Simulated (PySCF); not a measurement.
**C₃H₁₄N₂Si₃ (SMILES C=N[SiH2]N(C)[SiH2]C[SiH3]): density, localisation and related maps**

Input

```
{"job": {"kind": "nmr", "xc": "PBE0", "basis": "pcSseg-1"}, "charge": 0, "multiplicity": 1}
C      3.408973     1.793399     0.201678
N      2.823636     0.701123     0.322249
Si     1.349654     0.255094     1.108330
N      0.560786    -0.787643    -0.021622
C      0.861065    -0.689762    -1.436122
Si    -0.856428    -1.694407     0.394166
C     -2.431971    -0.913212    -0.332702
Si    -2.670485     0.930596     0.042551
H      4.365614     1.833285    -0.315709
H      3.036098     2.750128     0.581731
H      0.493698     1.385413     1.508748
H      1.784822    -0.522261     2.266777
H      1.877772    -0.327459    -1.573779
H      0.772555    -1.672239    -1.901861
H      0.175439    -0.007127    -1.949073
H     -0.909895    -1.721234     1.854538
H     -0.678649    -3.046295    -0.160242
H     -2.430184    -1.050841    -1.414740
H     -3.294585    -1.467169     0.036455
H     -3.953135     1.376689    -0.519819
H     -2.684785     1.164525     1.488448
H     -1.610407     1.728784    -0.581635
```

Launched as:

```sh
OMP_NUM_THREADS=1 python probes_run.py task.json out
```

Geometry: GFN2-xTB.

All numbers below come from PBE0/pcSseg-1, SCF density, gas phase, non-relativistic in PySCF 2.14.0.

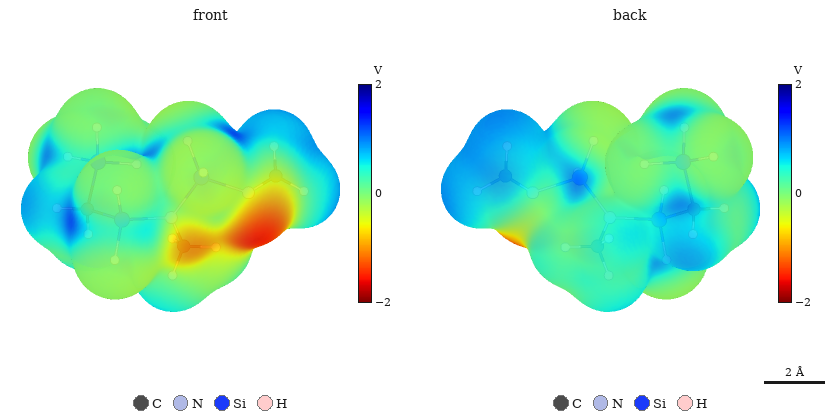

Figure 1. The electrostatic potential painted on the density surface at 0.002 e/bohr³, seen from the front and from behind; red is negative and blue positive.

Q: Describe the electrostatic potential map.

A: The most negative region (about −1.5 V, or −35 kcal/mol for a unit charge) lies over N2, the most positive (about +1.1 V, or +25 kcal/mol for a unit charge) over Si3 and Si6. N2 is the likeliest acceptor of a hydrogen bond.

Q: What dipole moment does the calculation give?

A: Its dipole moment is 1.43 D.

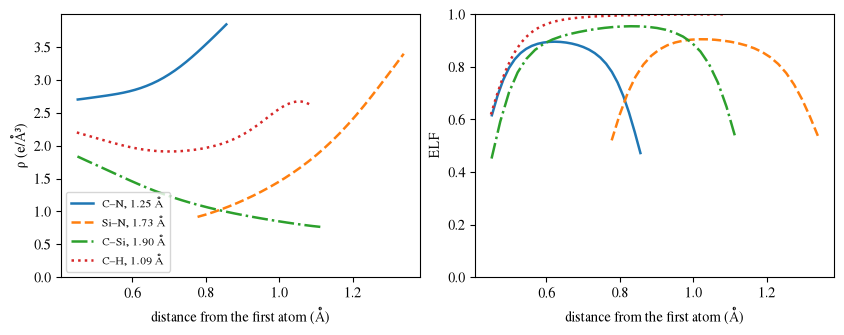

Figure 2. Total electron density and ELF along straight lines between neighbouring atoms. The curves leave out the atomic cores.

Q: Compare the contacts.

A: C–N (1.25 Å): ρ at the midpoint is about 2.9 e/Å³; the ELF peaks at about 0.90 between the atoms; a multiple bond.
Si–N (1.73 Å): ρ is about 1.1 e/Å³ halfway; the ELF peaks at about 0.90 between the atoms; a polar covalent bond.
C–Si (1.90 Å): the density is about 0.9 e/Å³ at the midpoint; the ELF peaks at about 0.95 between the atoms, as expected for localised, covalent bonding.
C–H (1.09 Å): the density is about 2 e/Å³ at the midpoint; the ELF climbs to about 1 towards the hydrogen, as it does in any bond to H: an ordinary covalent bond to hydrogen.
